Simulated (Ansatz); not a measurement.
# doublet CH5FGeO+: levels of theory compared

We compute a comparison of 5 runs (UB3LYP/6-31G*, UBHLYP/cc-pVDZ, UCAM-B3LYP/cc-pVDZ, RPA@PBE/cc-pVDZ, UBCCD(T)/cc-pVDZ) of doublet CH5FGeO+. 

The results are computed with Ansatz 0.2.0.

129 further runs of the same task are left out: 3 that didn't finish, 126 set aside as unsound or not needed. Runs told in other sessions of the task aren't counted.

## 1. Starting point

CH5FGeO+: 9 atoms, total charge +1, spin state doublet. As SMILES of the parent species, `[CH3][GeH]([OH])[F]`. The coordinates come from a PBE0-D4/def2-TZVP relaxation. This is one conformer, not always the lowest. That shape belongs to the parent species and isn't relaxed for this state.

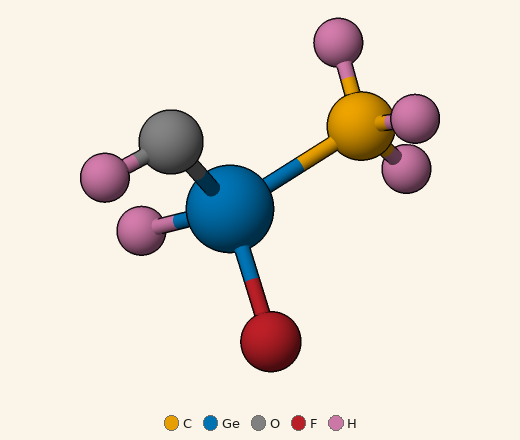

Viewed from a chosen angle; carbon amber, germanium blue, oxygen grey, fluorine red, hydrogen pink.

## 2. A single-point energy at UB3LYP/6-31G(d) (spherical functions) (run 1)

Input file molecule.yaml:

```yaml
crystal:
  periodic: [false, false, false]
  atoms:
    - {symbol: C, position_ang: [-0.669000, 0.976900, -0.584200]}
    - {symbol: Ge, position_ang: [0.088300, -0.643700, 0.121500]}
    - {symbol: O, position_ang: [1.270000, -0.170700, 1.345500]}
    - {symbol: F, position_ang: [0.974400, -1.438600, -1.153800]}
    - {symbol: H, position_ang: [0.138900, 1.624900, -0.924600]}
    - {symbol: H, position_ang: [-1.237900, 1.493500, 0.189700]}
    - {symbol: H, position_ang: [-1.327100, 0.751300, -1.423500]}
    - {symbol: H, position_ang: [-0.865500, -1.725100, 0.656800]}
    - {symbol: H, position_ang: [1.716500, -0.914700, 1.755500]}
basis:
  gaussian: {orbitals: 6-31G_st_-spherical.json}
total_charge: 1
magnetization: {spin_polarized: true, initial_magnetization: 1}
hamiltonian: {xc: {name: B3LYP}}
accuracy: high
output: {orbitals: {seedname: orbitals}}
```

The basis set 6-31G* is read from a file made from the Basis Set Exchange's data (not shown).

Started as:

```console
$ ansatz run molecule.yaml --threads 1 --pin off --max-ram 3480MiB --events-out events.jsonl --progress --plain --runs-dir runs
```

Output:

```text
Warning: RAYON_NUM_THREADS=1 ignored (pool sized by the plan → 1); use --threads N
Functional definition: B3LYP
  name "B3LYP"
  parameter a0 = 0.2
  parameter ax = 0.72
  parameter ac = 0.81
  exchange = (1 - a0 - ax)*slater_x + ax*b88_x + a0*exact_x
  correlation = (1 - ac)*vwn_rpa_c + ac*lyp_c
1894 factors; integrals over basis functions are off by at most 4.3e-9 eV
mean field evaluation 1: about -62364.7243 eV, gradient 7.2e1 eV
mean field evaluation 2: about -62287.4787 eV, gradient 1.5e2 eV
mean field evaluation 4: about -62379.1042 eV, gradient 3.4e1 eV
mean field evaluation 8: about -62384.5183 eV, gradient 6.0e-1 eV
mean field evaluation 16: about -62384.6664 eV, gradient 4.3e-3 eV
mean field evaluation 32: about -62384.6664 eV, gradient 1.5e-6 eV
mean field -62384.66637955 eV, -2292.5942036030 hartree, gradient 5.2e-8 eV, S^2 0.757832; 4 other end points of the search recorded, 0 dependent functions left out
reference -62384.66641920 eV, -2292.5942050599 hartree; 30, 29 occupied and 54, 55 virtual orbitals, 1894 factors
Total energy: -62384.66641920 eV, -2292.5942050599 hartree
```

Run time: 38 s. Hardware: 1 thread of Arm Neoverse N1, shared host; peak memory 0.45 GiB.

## 3. The energy at UBHLYP/cc-pVDZ (run 2)

Input file molecule.yaml:

```yaml
crystal:
  periodic: [false, false, false]
  atoms:
    - symbol: C
      position_ang: [-0.669000, 0.976900, -0.584200]
    - symbol: Ge
      position_ang: [0.088300, -0.643700, 0.121500]
    - symbol: O
      position_ang: [1.270000, -0.170700, 1.345500]
    - symbol: F
      position_ang: [0.974400, -1.438600, -1.153800]
    - symbol: H
      position_ang: [0.138900, 1.624900, -0.924600]
    - symbol: H
      position_ang: [-1.237900, 1.493500, 0.189700]
    - symbol: H
      position_ang: [-1.327100, 0.751300, -1.423500]
    - symbol: H
      position_ang: [-0.865500, -1.725100, 0.656800]
    - symbol: H
      position_ang: [1.716500, -0.914700, 1.755500]
basis:
  gaussian: {orbitals: cc-pVDZ}
total_charge: 1
magnetization: {spin_polarized: true, initial_magnetization: 1}
hamiltonian: {xc: {name: BHLYP}}
accuracy: high
output: {orbitals: {seedname: orbitals}}
```

Started as:

```console
$ ansatz run molecule.yaml --threads 1 --pin off --max-ram 3480MiB --events-out events.jsonl --progress --plain --runs-dir runs
```

Output:

```text
Warning: RAYON_NUM_THREADS=1 ignored (pool sized by the plan → 1); use --threads N
Functional definition: BHLYP
  name "BHLYP"
  parameter a = 0.5
  exchange = (1 - a)*b88_x + a*exact_x
  correlation = lyp_c
2147 factors; integrals over basis functions are off by at most 4.4e-9 eV
mean field evaluation 1: about -62373.3820 eV, gradient 6.0e1 eV
mean field evaluation 2: about -62353.1667 eV, gradient 9.2e1 eV
mean field evaluation 4: about -62386.8408 eV, gradient 6.6e0 eV
mean field evaluation 8: about -62387.0719 eV, gradient 7.8e-1 eV
mean field evaluation 16: about -62387.1800 eV, gradient 5.3e-1 eV
mean field evaluation 32: about -62387.1422 eV, gradient 1.9e0 eV
mean field -62387.18275568 eV, -2292.6866787201 hartree, gradient 3.3e-8 eV, S^2 0.766489; 4 other end points of the search recorded, 0 dependent functions left out
reference -62387.18278171 eV, -2292.6866796764 hartree; 30, 29 occupied and 64, 65 virtual orbitals, 2147 factors
Total energy: -62387.18278171 eV, -2292.6866796764 hartree
```

Run time: 54 s. Hardware: 1 thread of Arm Neoverse N1, shared host; peak memory 0.52 GiB.

Runs 3 to 4 aren't shown in full; the table further down has their settings and results.

## 4. A single-point energy at UBCCD(T)/cc-pVDZ (run 5)

Input file in.yaml:

```yaml
crystal:
  periodic: [false, false, false]
  atoms:
    - {symbol: C, position_ang: [-0.669000, 0.976900, -0.584200]}
    - {symbol: Ge, position_ang: [0.088300, -0.643700, 0.121500]}
    - {symbol: O, position_ang: [1.270000, -0.170700, 1.345500]}
    - {symbol: F, position_ang: [0.974400, -1.438600, -1.153800]}
    - {symbol: H, position_ang: [0.138900, 1.624900, -0.924600]}
    - {symbol: H, position_ang: [-1.237900, 1.493500, 0.189700]}
    - {symbol: H, position_ang: [-1.327100, 0.751300, -1.423500]}
    - {symbol: H, position_ang: [-0.865500, -1.725100, 0.656800]}
    - {symbol: H, position_ang: [1.716500, -0.914700, 1.755500]}
basis:
  gaussian:
    orbitals: cc-pVDZ
total_charge: 1
magnetization:
  spin_polarized: true
  initial_magnetization: 1
correlation:
  method: bccd_t
  frozen_orbitals: {C: 1, F: 1, Ge: 9, H: 0, O: 1}
accuracy: high
scf:
  omitted_lower_state_checks: [cluster_reference, increment]
```

Started as:

```console
$ ansatz run in.yaml --threads 1 --pin off --max-ram 3480MiB --events-out events.jsonl --progress --plain --runs-dir runs
```

Output:

```text
Warning: RAYON_NUM_THREADS=1 ignored (pool sized by the plan → 1); use --threads N
[... 15 lines left out ...]
12 core orbitals not correlated: weight in the atoms' cores, before any rotation towards them, 1.000 or more for the frozen orbitals, at most 0.000 for the correlated occupied ones
[... 66 lines left out ...]
Total energy: -62334.92079460 eV, -2290.7660870746 hartree
Checks for a lower state left out: cluster_reference, increment
```

Wall time 15 min (1 thread of Arm Neoverse N1, shared host); peak memory 1.8 GiB.

## 5. Overview of the runs

| run | level | frozen core orbitals | energy (Eh) | HOMO energy (eV) | LUMO energy (eV) | ⟨S²⟩ | wall time |
| --- | --- | --- | --- | --- | --- | --- | --- |
| 1 | UB3LYP/6-31G* (spherical functions) | – | -2292.594205 | -15.11 | -13.45 | 0.758 | 38 s |
| 2 | UBHLYP/cc-pVDZ | – | -2292.686680 | -16.15 | -12.46 | 0.766 | 54 s |
| 3 | UCAM-B3LYP/cc-pVDZ | – | -2292.856204 | -16.52 | -12.36 | 0.763 | 60 s |
| 4 | RPA@PBE/cc-pVDZ | 12 | -2291.056674 | – | – | 0.753 | 57 s |
| 5 | UBCCD(T)/cc-pVDZ | 12 | -2290.766087 | – | – | 0.757 | 15 min |

## 6. What came out

```
                                           quantity           value
                                run 5: total energy  -2290.76609 Eh
run 5: correlation energy (12 core orbitals frozen)      -652.8 mEh
                              run 5: (T) correction      -21.26 mEh
           run 5: ⟨S²⟩ of the reference determinant           0.757
```

What this shows: Totals of different functionals can't be ranked against each other. All runs together took 18 min, the longest 15 min.
